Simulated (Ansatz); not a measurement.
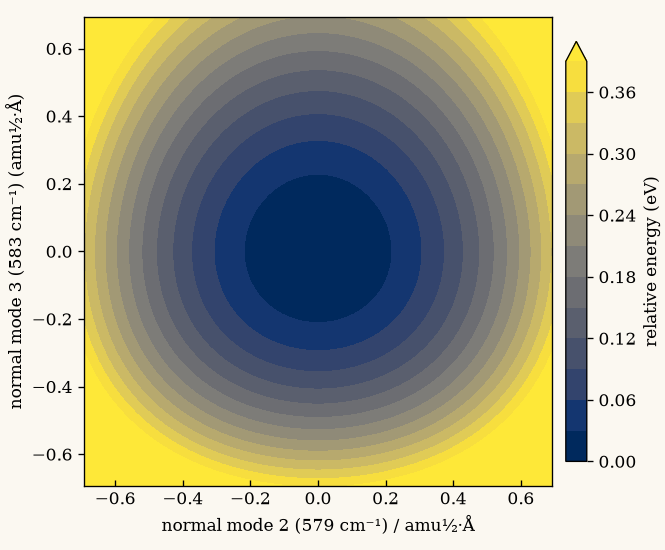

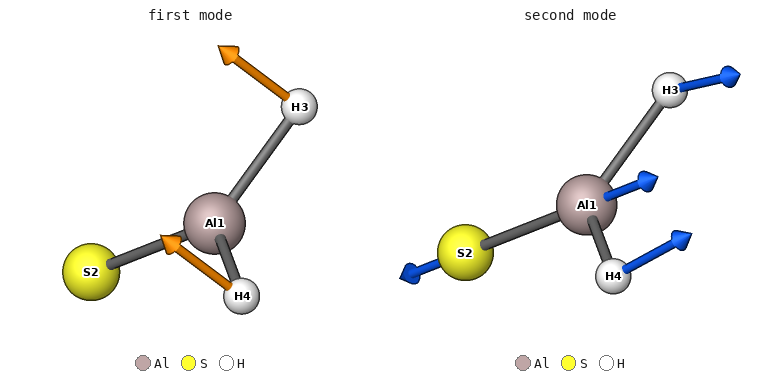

Energy landscape of AlH₂S, SMILES [AlH2][S-], charge −1. 
- Coordinates scanned: (1) normal mode 2 (579 cm⁻¹); (2) normal mode 3 (583 cm⁻¹).
- Nothing is relaxed (straight displacements along the two mass-weighted modes).
- The scan uses a 15 × 15 grid; 120 points were computed and 105 follow by symmetry.
- Points are written as (first, second).
- Energies are in eV, from the lowest grid point.
- These are results of RKS PBE0-D4/def2-TZVPD (Ansatz), not measurements.

In the figure: filled contours, one colour for all values above the top of the scale. Between grid points the surface is interpolated. The second picture is the structure at the lowest point

What does the map say about the system?

The lowest grid point is at (0.000 amu½·Å, 0.000 amu½·Å). No other kind of well shows on this grid. The highest grid point, (−0.691 amu½·Å, −0.693 amu½·Å), lies 0.708 eV above the lowest.

The whole map (120 points run) took 5 min on 1 thread of Arm Neoverse V1, on a shared host.
